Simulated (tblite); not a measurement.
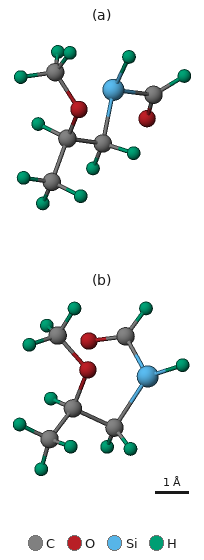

The structure of C₅H₁₁O₂Si (multiplicity 2) before (top) and after (bottom) a relaxation, at one scale.

Style: ball-and-stick. Shown from a free direction.

These are results of tblite, GFN2-xTB geometry optimisation, gas phase, not measurements. 

Describe what moved and what it gained.

Answer. The largest move after the best rigid fit is that of an O atom, 2.51 Å. By element the largest moves are O 2.51 Å, H 2.17 Å, Si 1.35 Å, C 1.33 Å. Near-neighbour distances that change, for instance: O–Si 3.023 → 2.442 Å, C–O 1.371 → 1.432 Å, C–Si 1.843 → 1.901 Å, C–O 1.358 → 1.405 Å. Bond angles that change, for instance: C–Si–H 109.3° → 121.6°, O–C–C 111.3° → 103.6°, C–C–Si 108.9° → 101.4°. Groups turn about C–O by about 35°, C–C by about 30°. Over 233 geometry steps the energy falls by 21.2 kcal/mol. Cost: 1.6 s on 1 thread of Arm Neoverse V2 (shared host).
